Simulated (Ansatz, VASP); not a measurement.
## Cross-check of Cu between VASP and Ansatz

Wanted: the spread between two codes on one cell, functional and k mesh. The cell comes out of the VASP series on this material, whose earlier steps may have relaxed, scaled or displaced it; both programs get it as it stands.

Program: Ansatz 0.2.0. Level of theory: plane waves, with VASP 6.6.1 beside it; relaxation of cell and atoms at PBEsol. Results are calculated unless marked as measured.

### Step 1. Set-up

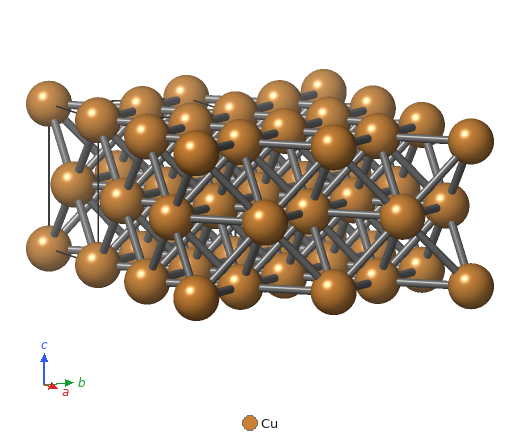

Start, viewed slightly off an axis; copper orange. 3×2×1 cells are drawn. This picture shows the conventional cell, with its axes. Some periodic images of atoms are drawn too.

As a file:

```cif
data_structure
_symmetry_space_group_name_H-M 'Fm-3m'
_symmetry_Int_Tables_number 225
_cell_length_a 3.5690
_cell_length_b 3.5690
_cell_length_c 3.5690
_cell_angle_alpha 90.000
_cell_angle_beta 90.000
_cell_angle_gamma 90.000
_cell_volume 45.46
loop_
_atom_site_label
_atom_site_type_symbol
_atom_site_symmetry_multiplicity
_atom_site_Wyckoff_symbol
_atom_site_fract_x
_atom_site_fract_y
_atom_site_fract_z
_atom_site_occupancy
Cu1 Cu 4 a 0.00000 0.00000 0.00000 1
```

### Step 2. VASP: relaxation of cell and atoms, PBEsol

The relaxed volume is the usual yardstick between codes: its relative difference is about their pressure difference at one cell divided by the bulk modulus.

Lines of VASP's logs that name or quote its potential files are left out, and so is its time.

Input file INCAR:

```
SYSTEM = Cu
PREC = Accurate
ENCUT = 520
EDIFF = 1E-07
NELM = 100
ISMEAR = 1
SIGMA = 0.15
LREAL = .FALSE.
ALGO = Normal
GGA = PS
NBANDS = 11
LASPH = .TRUE.
LORBIT = 11
LWAVE = .FALSE.
LCHARG = .FALSE.
KPAR = 4
IBRION = 2
NSW = 50
ISIF = 3
EDIFFG = -0.005
```

Input file POSCAR:

```
Cu
1.0
    0.0000000000      1.7845136465      1.7845136465
    1.7845136465      0.0000000000      1.7845136465
    1.7845136465      1.7845136465      0.0000000000
Cu
1
Direct
    0.0000000000      0.0000000000      0.0000000000
```

Input file KPOINTS:

```
Automatic mesh
0
Gamma
22 22 22
0 0 0
```

PAW data sets: Cu (PBE family, release 64).

Command:

```sh
> mpirun -np 4 vasp_std
```

Numbers of over 12 decimals in the logs are rounded to 6 here.

Output:

```text
[banner, memory and clock lines left out]
running    4 mpi-ranks, on    1 nodes
 distrk:  each k-point on    1 cores,    4 groups
 distr:  one band on    1 cores,    1 groups

 POSCAR found type information on POSCAR Cu
 POSCAR found :  1 types and       1 ions
|                                                                             |
|               ----> ADVICE to this user running VASP <----                  |
|                                                                             |
|     You enforced a specific xc type in the INCAR file but a different       |
|     [... a line on the potential file left out ...]
|     I HOPE YOU KNOW WHAT YOU ARE DOING!                                     |
|                                                                             |

 LDA part: xc-table for (Slater+PW92), standard interpolation
 POSCAR, INCAR and KPOINTS ok, starting setup
 FFT: planning ... GRIDC
 FFT: planning ... GRID_SOFT
 FFT: planning ... GRID
 WAVECAR not read
 entering main loop
       N       E                     dE             d eps       ncg     rms          rms(c)
DAV:   1     0.400133941585E+02    0.40013E+02   -0.55001E+03  7890   0.168E+03
DAV:   2    -0.431280891154E+01   -0.44326E+02   -0.41207E+02  7366   0.205E+02
DAV:   3    -0.539931540222E+01   -0.10865E+01   -0.10813E+01  8170   0.392E+01
DAV:   4    -0.540606589257E+01   -0.67505E-02   -0.67495E-02  8114   0.272E+00
DAV:   5    -0.540612999739E+01   -0.64105E-04   -0.64104E-04  8182   0.264E-01    0.843E+00
DAV:   6    -0.474311983670E+01    0.66301E+00   -0.17803E+01  8348   0.861E+01    0.416E+00
DAV:   7    -0.432446816905E+01    0.41865E+00   -0.26964E+00  8310   0.333E+01    0.585E-01
DAV:   8    -0.431160536497E+01    0.12863E-01   -0.56643E-03  8148   0.126E+00    0.321E-01
DAV:   9    -0.430973648530E+01    0.18689E-02   -0.10483E-02  8527   0.188E+00    0.221E-02
DAV:  10    -0.430974425883E+01   -0.77735E-05   -0.31092E-05  9948   0.924E-02    0.691E-03
DAV:  11    -0.430974525558E+01   -0.99675E-06   -0.75680E-07  8659   0.175E-02    0.318E-04
DAV:  12    -0.430974526536E+01   -0.97830E-08   -0.83479E-09  4446   0.149E-03
   1 F= -.43097453E+01 E0= -.43098311E+01  d E =-.430975E+01
 curvature:   0.00 expect dE= 0.000E+00 dE for cont linesearch  0.000E+00
 trial: gam= 0.00000 g(F)=  0.352E-62 g(S)=  0.240E-05 ort = 0.000E+00 (trialstep = 0.100E+01)
 search vector abs. value=  0.240E-05
 reached required accuracy - stopping structural energy minimisation
```

Parts of OUTCAR (step 2):

```text
ion  position               nearest neighbor table
   1  0.000  0.000  0.000-

  LATTYP: Found a face centered cubic cell.
 ALAT       =     3.5690272930

 Subroutine GETGRP returns: Found 48 space group operations
 (whereof 48 operations were pure point group operations)

The static configuration has the point symmetry O_h .

 Found    328 irreducible k-points:

   k-points           NKPTS =    328   k-points in BZ     NKDIM =    328   number of bands    NBANDS=     11

   dimension x,y,z NGX =    20 NGY =   20 NGZ =   20
   dimension x,y,z NGXF=    40 NGYF=   40 NGZF=   40

   ENCUT  =  520.0 eV  38.22 Ry    6.18 a.u.   4.69  4.69  4.69*2*pi/ulx,y,z

   NELECT =      11.0000    total number of electrons

 k-points in reciprocal lattice and weights: Automatic mesh
   0.00000000  0.00000000  0.00000000       0.000
   0.04545455  0.00000000  0.00000000       0.001
   0.09090909  0.00000000  0.00000000       0.001
   0.13636364  0.00000000  0.00000000       0.001
   0.18181818  0.00000000  0.00000000       0.001
   0.22727273  0.00000000  0.00000000       0.001
   0.27272727  0.00000000  0.00000000       0.001
   0.31818182  0.00000000  0.00000000       0.001
   0.36363636  0.00000000  0.00000000       0.001
[...]
-0.27272727  0.45454545  0.22727273       0.002
  -0.27272727  0.50000000  0.22727273       0.001

 average (electrostatic) potential at core
       1 -63.1815

 E-fermi :   7.8701

 k-point     1 :       0.0000    0.0000    0.0000
  band No.  band energies     occupation
    ...
      2       4.7388      2.00000
      3       4.7388      2.00000
      4       4.7388      2.00000
      5       5.6220      2.00000
      6       5.6220      2.00000
      7      30.7738      0.00000
      8      33.6882      0.00000
      9      33.6882      0.00000
     10      33.6882      0.00000
     11      36.2017      0.00000

 k-point     2 :       0.0455    0.0000    0.0000
  band No.  band energies     occupation
    ...
      2       4.7214      2.00000
      3       4.7542      2.00000
      4       4.7542      2.00000
      5       5.6157      2.00000
      6       5.6157      2.00000
      7      30.4105      0.00000
      8      32.5295      0.00000
      9      33.4254      0.00000
     10      33.4254      0.00000
     11      36.5718      0.00000

 k-point     3 :       0.0909    0.0000    0.0000
  band No.  band energies     occupation
    ...
      2       4.6725      2.00000
      3       4.7964      2.00000
      4       4.7964      2.00000
      5       5.6005      2.00000
      6       5.6005      2.00000
      7      28.7957      0.00000
      8      31.6996      0.00000
      9      32.8921      0.00000
     10      32.8921      0.00000
     11      37.4033      0.00000

  Total       -0.0040715     -0.0040715     -0.0040715      0.0000000      0.0000000      0.0000000
  in kB       -0.5739509     -0.5739509     -0.5739509      0.0000000      0.0000000      0.0000000
  external PRESSURE =      -0.5739509 kB  Pullay stress =       0.0000000 kB

  energy-cutoff  :      520.00
  volume of cell :       11.37
      direct lattice vectors                 reciprocal lattice vectors
     0.000000000  1.784513646  1.784513646    -0.280188387  0.280188387  0.280188387
     1.784513646  0.000000000  1.784513646     0.280188387 -0.280188387  0.280188387
     1.784513646  1.784513646  0.000000000     0.280188387  0.280188387 -0.280188387

 POSITION                                       TOTAL-FORCE (eV/Angst)
 -----------------------------------------------------------------------------------
      0.00000      0.00000      0.00000         0.000000     -0.000000     -0.000000
 -----------------------------------------------------------------------------------
    total drift:                                0.000000      0.000000      0.000000

  FREE ENERGIE OF THE ION-ELECTRON SYSTEM (eV)
  ---------------------------------------------------
  free  energy   TOTEN  =        -4.3097452654 eV

  energy  without entropy=       -4.3100026295  energy(sigma->0) =       -4.30983105

 reached required accuracy - stopping structural energy minimisation

 total charge
# of ion       s       p       d       tot
------------------------------------------
    1        0.464   0.414   9.171  10.049

[... 3 further parts left out ...]
```

CONTCAR:

```
Cu
   1.00000000000000
     0.0000000000000000    1.7845136465000000    1.7845136465000000
     1.7845136465000000    0.0000000000000000    1.7845136465000000
     1.7845136465000000    1.7845136465000000    0.0000000000000000
  Cu
     1
Direct
     0.0000000000000000    0.0000000000000000    0.0000000000000000
```

### Step 3. Ansatz: relaxation of cell and atoms, PBEsol

Ansatz runs on its default PAW (the set named soft_2) files.

The same cell, functional, mesh and smearing now go to Ansatz, which takes its cutoff from its data sets.

Input file input.yaml:

```yaml
crystal:
  lattice:
    - [0.0, 1.7845136465, 1.7845136465]
    - [1.7845136465, 0.0, 1.7845136465]
    - [1.7845136465, 1.7845136465, 0.0]
  atoms:
    - { symbol: Cu, position: [0.0, 0.0, 0.0] }
hamiltonian:
  xc: pbesol
  pseudopotentials: { kind: paw }
kpoints:
  mp_grid: { grid: [22, 22, 22] }
scf:
  occupations: { method: methfessel_paxton, width: 0.15 }
relax:
  f_tol: 0.01
  max_steps: 60
  cell: { stress_tol: 0.05 }
output:
  forces: true
  stress: true
```

Command:

```sh
> ansatz run input.yaml --threads 4 --pin off --max-ram 9216MiB --backend cpu --events-out ev --progress --plain --runs-dir out
```

Output:

```text
Engine: ansatz 0.2.0, aarch64-unknown-linux-gnu
Pseudopotentials: kind: paw
Pseudopotential: Cu, paw, valence charge 19, recommended cutoff 420 eV (normal), Cu.paw.azcp
Functional definition: PBEsol
  exchange = pbesol_x
  correlation = pbesol_c
Crystal: 1 atoms, lattice volume = 11.366 Å³
Basis set: ecut = 420 eV, 229 PW (Γ), exchange–correlation on 36×36×36 points (8 copies of the dense FFT grid, shifted against one another)
Bands: 14, of which v1, the nominal top of the filled ones, is band 10 counted from 1 (9 counted from 0)
Symmetry: 48 space group operations
Space group: Fm-3m (ITA 225), of the structure as read, at distance tolerance 2.2e-5 Å
k-points: 328 of 10648
Non-local potential: Cu, projectors of the file, l = 0: 3, l = 1: 2, l = 2: 3, l = 3: 1
PAW form: soft (Blöchl's): semilocal exchange-correlation on the pseudo side does not see the compensation charge
PAW frozen core: Cu, regenerated for the run's functional, and the local potential with it (the file was generated under x = pbe(κ = 0.804, μ = 0.219515), c = pbe(β = 0.066725))
PAW one-centre angular grid: Cu, 590 points (default); XC on 64 Gauss nodes
Initial density: superposition of atomic densities (neutral atoms: chi_scale 0, normalization atom), corrected by the library's trained network
Initial wavefunctions: pseudopotential atomic-orbital guess
Functional: x = pbesol(κ = 0.804, μ = 0.123457), c = pbesol(β = 0.046)
SCF iter   1: F=—  HF=-6588.779646 eV  |F-HF|=—  |Δ(HF+E_count)|=         —  Δρ=2.02e-2  dr2=2.38e-2  ethr=1.77e-3  ⟨swp⟩=5.0  Hψ=22690  notcnv=0
preconditioner: auto → none  [metal: Δε(μ)=0.052 eV  Ē_g=17.373 eV  σ=0.150 eV  W_gap=0.29  n_scr=0 (ndim 8)  ℏωp=36.5 eV  f_vac=0.000  D(μ)=0.24/eV (n_scr^D=0)]
SCF iter   2: F=—  HF=-6588.773960 eV  |F-HF|=—  |Δ(HF+E_count)|=   5.69e-3  S|Δr|=    0.00e0  Δρ=9.04e-4  dr2=3.80e-5  ethr=1.25e-4  ⟨swp⟩=2.7  Hψ=9197  notcnv=0  defer=42
SCF iter   3: F=—  HF=-6588.773946 eV  |F-HF|=—  |Δ(HF+E_count)|=   1.42e-5  S|Δr|=    0.00e0  Δρ=9.29e-4  dr2=3.78e-5  ethr=2.00e-7  ⟨swp⟩=2.0  Hψ=7619  notcnv=0  defer=42
SCF iter   4: F=—  HF=-6588.773969 eV  |F-HF|=—  |Δ(HF+E_count)|=   2.31e-5  S|Δr|=    0.00e0  Δρ=6.46e-5  dr2=1.73e-7  ethr=1.99e-7  ⟨swp⟩=1.0  Hψ=4476  notcnv=0  defer=42
SCF iter   5: F=-6588.773969 eV  HF=-6588.773969 eV  |F-HF|=3.73e-11  |Δ(HF+E_count)|=   3.47e-7  S|Δr|=    0.00e0  Δρ=2.65e-6  dr2=3.53e-10  ethr=5.26e-10  ⟨swp⟩=4.0  Hψ=14637  notcnv=0
SCF 1 converged in 5 iterations: F = -6588.773969 eV  dr2 = 3.53e-10
  greatest PAW one-centre occupation: 1.000 electrons in one spin orbital (limit 2), on the Cu atom at site 0 (counted from 0), in its partial waves of l = 0
relax step   1: F+E_penalty+E_count = -6588.77396884 eV  Δ(F+E_penalty+E_count) = +0.000e0 eV  max|allowed force component| = 0.000e0 eV/Å  Δτ_max = 0.0000 Å  P = -0.740 GPa  Ω = 11.366 Å³  (5 SCF iters, dr2 threshold 1.00e-7 eV, accepted)
[...]
relax step   2: F+E_penalty+E_count = -6588.77407390 eV  Δ(F+E_penalty+E_count) = -1.051e-4 eV  max|allowed force component| = 0.000e0 eV/Å  Δτ_max = 0.0000 Å  P = -0.381 GPa  Ω = 11.341 Å³  energy of the carried Pulay correction = +1.850e-5 eV  (4 SCF iters, dr2 threshold 1.00e-7 eV, accepted)
[...]
relax step   3: F+E_penalty+E_count = -6588.77412440 eV  Δ(F+E_penalty+E_count) = -5.050e-5 eV  max|allowed force component| = 0.000e0 eV/Å  Δτ_max = 0.0000 Å  P = +0.004 GPa  Ω = 11.315 Å³  energy of the carried Pulay correction = +3.813e-5 eV  (4 SCF iters, dr2 threshold 1.00e-7 eV, accepted)
[...]
relax step   4: F+E_penalty+E_count = -6588.77408485 eV  Δ(F+E_penalty+E_count) = +3.955e-5 eV  max|allowed force component| = 0.000e0 eV/Å  Δτ_max = 0.0000 Å  P = +0.008 GPa  Ω = 11.315 Å³  stress off target by 8.34e-3 GPa  SCF on the basis re-selected at this cell (its energy is not comparable with the rows above)  (5 SCF iters)
basis re-selected at this cell: Δ(F+E_penalty+E_count) = +3.955e-5 eV, ΔP = +0.005 GPa vs the last step (what re-selecting the basis moved, of the pressure what is left beyond the Pulay correction that the steps carried, after the strain that the cell walked since its last selection, with what the two solves' SCF thresholds leave and, on support functions, any second-order correction that the steps lacked; it is no measure of the basis error at this ecutwfc). This SCF's stress stands 8.34e-3 GPa from its target on what of the cell is left free (relax.cell.stress_tol is 5.00e-2 GPa) and its largest allowed force component is 0.00e0 eV/Å (relax.f_tol is 1.00e-2 eV/Å): [rest of the remark cut]
SCF converged after 5 iterations
Stability not checked: this state was not tested for a lower state beside it, because cold or Methfessel-Paxton smearing, or corrected tetrahedra, fill the levels in a way that the test cannot read (fill_not_monotonic; see scf.lower_state_search)
Free energy (F): -6588.774085 eV
Harris-Foulkes:  -6588.774085 eV  (|F-HF|=9.09e-13)
Internal energy: -6588.774382 eV  (E = F + TS)
E sigma→0 (E₀):  -6588.774159 eV
Entropy (-TS):   0.000297 eV (0.297 meV/atom)
Fermi energy:    17.521440 eV
--- Per-component energies (eV) ---
  E_band       = -345.540254
  E_kinetic    = 300.650749
  E_local      = -3970.236973  (includes V_loc(G=0)·N_el)
  E_nonlocal   = 391.075068
  E_hartree    = 1748.656940
  E_xc         = -89.403884
  E_vxc        = -115.892763  (∫ρ·V_xc dr)
  E_paw        = -1625.811579  (= ΣΔE_a)
  E_vpaw       = -448.450446  (= ΣTr[D̂ρ^β])
  E_aug_tail   = 0.000218  (compensation charges beyond the density's cutoff)
  E_ewald      = -3343.911123
  E_core_change = 0.206202  (= ΣΔE_core)
  E_smearing   = 0.000297  (= −TS)
  E_closure    = -0.000000  (closes the sum)
  Σ components = -6588.774085   (vs F -6588.774085, Δ=0.00e0)
--- Forces (eV/Å), atoms counted from 1 ---
  atom   1  Cu    -0.00000000     0.00000000    -0.00000000
  max |Σ_I F_I| component: 6.57e-32 eV/Å
--- Stress (GPa, compression-positive) ---
        0.008337       0.000000       0.000000
        0.000000       0.008337      -0.000000
        0.000000      -0.000000       0.008337
  P = ⅓ Tr σ = 0.0083 GPa (0.083 kbar)
--- Relaxed structure (3 steps of the walk, 3 accepted, 1 SCFs on fresh bases) ---
  F+E_penalty+E_count = -6588.77408485 eV   max|allowed force component| = 0.000e0 eV/Å   (the final SCF, on the basis selected at the relaxed cell)
  cell:  # Å, volume = 11.3147 Å³
    - [0, 1.781848, 1.781848]
    - [1.781848, 0, 1.781848]
    - [1.781848, 1.781848, 0]
  atoms:
    - { symbol: Cu, position: [0.0, 0.0, 0.0] }
```

Elapsed: 3.4 s, on 4 threads of Arm Neoverse V1, shared host; peak memory 0.34 GiB.

### Step 4. Comparison

Known differences besides the PAW data sets themselves: both relaxations stop at a tolerance, which leaves soft axes loose, and VASP keeps its plane-wave basis; the data sets hold 19 valence electrons in Ansatz (default PAW (the set named soft_2) files) and 11 in VASP; the cutoff is 420 eV in Ansatz and 520 eV in VASP; Ansatz makes its cores anew for this functional, VASP keeps those of its PBE data sets; Ansatz adds a Pulay correction to the stress that steers its cell, VASP none. Total energies have different zeros and are not compared.

The two programs side by side:

| quantity | Ansatz | VASP | difference |
| --- | --- | --- | --- |
| volume (Å³) | 11.31 | 11.37 | -0.45 % |
| edge a after relaxation, in the typed setting (Å) | 2.520 | 2.524 | -0.15 % |

The walks stopped with 0.01 GPa left in Ansatz and -0.06 GPa in VASP; each walk ends within a tolerance, so the volume difference is uncertain by about these residues over the bulk modulus, most in soft cells.

### Step 5. Results

| Item | Value |
| --- | --- |
| difference in volume (relaxation of cell and atoms, PBEsol) | -0.45 % |

In words: The difference in volume is -0.45 % (relaxation of cell and atoms, PBEsol), within the 1.2 % picked in this series as the mark of a large difference, as far as the stopping tolerances let one tell. Differences of this kind measure data sets and numerical settings, not the functional's error against experiment.

[Lines on the potential files, build, host, timing and source positions are cut from VASP's logs without a mark.]

[Logs are printed without paths, hosts, clocks, repeated set-up lines and the standing remarks that a program may print on its own settings, such as how far it seeks lower states.]

[Hosts, paths, dates, database ids (printed as entryN), source tags and the programs' standing remarks are cut or masked in the printed files.]
